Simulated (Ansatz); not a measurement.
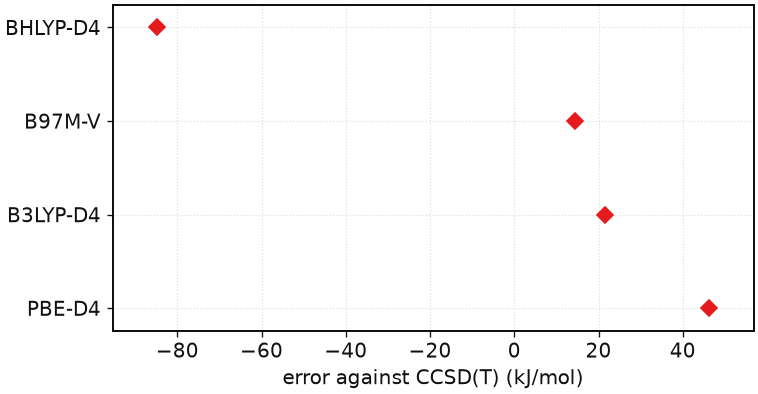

Error in the electronic atomisation energy (method less reference, so positive means overbinding) of C₂H₁₂BNSi, SMILES C[BH-](C)[NH2+][SiH3]: functionals in def2-TZVPP against frozen-core CCSD(T) at the limit (MP2 extrapolated from triple and quadruple zeta, plus CCSD(T) less MP2 in a smaller set), which gives 5988.0 kJ/mol, at a PBE0-D4/def2-TZVP geometry (no frequency check), no zero-point or spin-orbit term, the Ansatz code 0.2.0. The reference leaves out core correlation, a term that grows with the number of heavy atoms.

Q: Which of these levels overbind, and which underbind?

A: Overbind: PBE-D4. Underbind: BHLYP-D4. Within 25 kJ/mol of zero, too close to call in view of what the reference leaves out: B97M-V and B3LYP-D4.

Q: What range do the values span?

A: From −84.9 kJ/mol (BHLYP-D4) to 46.3 kJ/mol (PBE-D4).

Limits of at least one run: one conformer of a flexible molecule.
